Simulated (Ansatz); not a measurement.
**CH4ClSi (SMILES C[SiH]Cl) (doublet): density, localisation and related maps**

```json
{"atom": "C", "x (Å)": "-0.6408", "y (Å)": "0.4690", "z (Å)": "-0.3318"}
{"atom": "Si", "x (Å)": "1.0173", "y (Å)": "-0.3989", "z (Å)": "-0.0881"}
{"atom": "Cl", "x (Å)": "0.6951", "y (Å)": "-2.3390", "z (Å)": "0.6337"}
{"atom": "H", "x (Å)": "-0.4782", "y (Å)": "1.4985", "z (Å)": "-0.6905"}
{"atom": "H", "x (Å)": "-1.1910", "y (Å)": "0.5124", "z (Å)": "0.6238"}
{"atom": "H", "x (Å)": "-1.2627", "y (Å)": "-0.0643", "z (Å)": "-1.0669"}
{"atom": "H", "x (Å)": "1.8603", "y (Å)": "0.3223", "z (Å)": "0.9198"}
```

Computed with UKS B3LYP/def2-SVP in Ansatz.

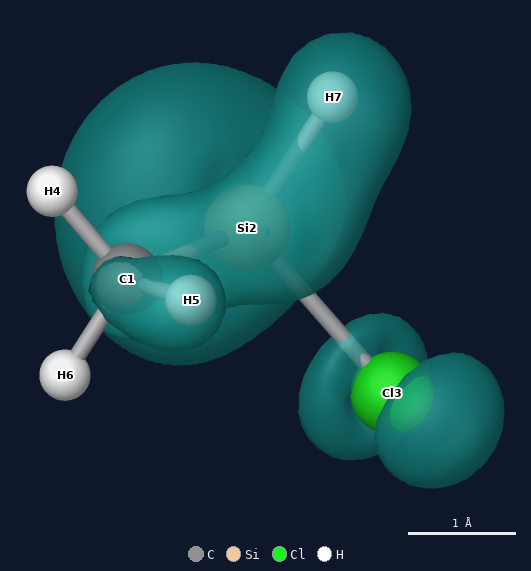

Figure 1. Isosurfaces of the spin density at +0.015 (teal) and −0.015 e/Å³ (pink), seen at an oblique angle.

**Describe the spin distribution.**

The unpaired spin (1 electron) lies mostly on Si2 (about 0.7) and Cl3 (about 0.1), in electrons by Hirshfeld's partition.

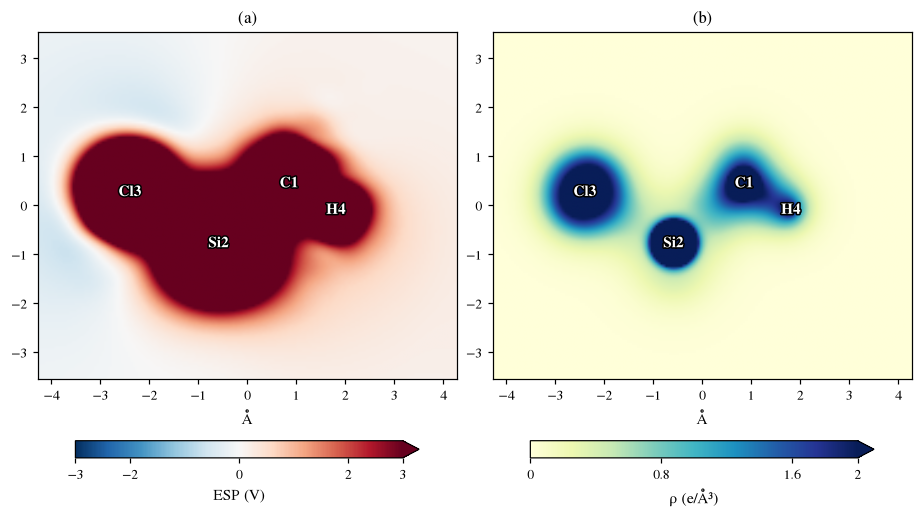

Figure 2. (a) electrostatic potential; (b) electron density on the plane of atoms Si2, C1 and H4.

**What does the map show?**

- Atoms in the plane: C, Si, Cl and H.
- C–Si (1.89 Å): the density is about 0.94 e/Å³ at the midpoint.
- Si–Cl (2.09 Å): ρ is about 0.79 e/Å³ halfway.
- C–H (1.10 Å): ρ at the midpoint is about 1.9 e/Å³.
- Outside the dense part of the molecule the potential is most negative (−0.6 V) near Cl3.

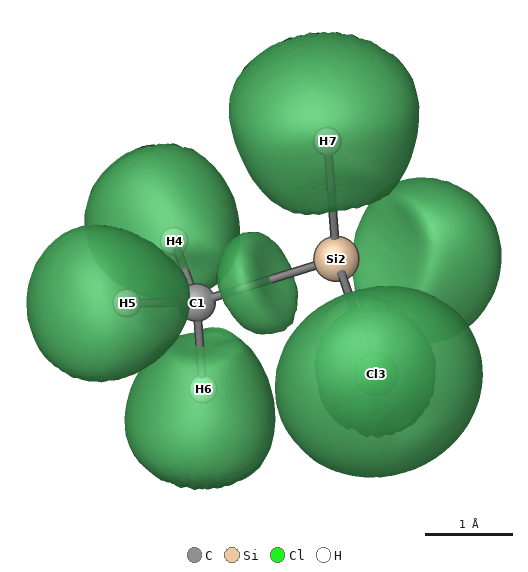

Figure 3. Isosurface of the ELF at 0.8 (green), seen at an oblique angle. Core shells and regions of very low density are left out.

**Identify the bonds, lone pairs and shells in this picture.**

The surface consists of one region between bonded C–Si atoms (shared pairs), four regions around hydrogen nuclei, one region on Cl in which the atom's valence shell and bonds are merged and one lobe on Si, pointing away from the bonds (non-bonding electrons). Along the contacts the grid gives the following. C–Si (1.89 Å): the ELF peaks at about 0.95 between the atoms, as expected for a covalent bond. Si–Cl (2.09 Å): the ELF peaks at about 0.90 between the atoms: a shared but strongly polarised pair.
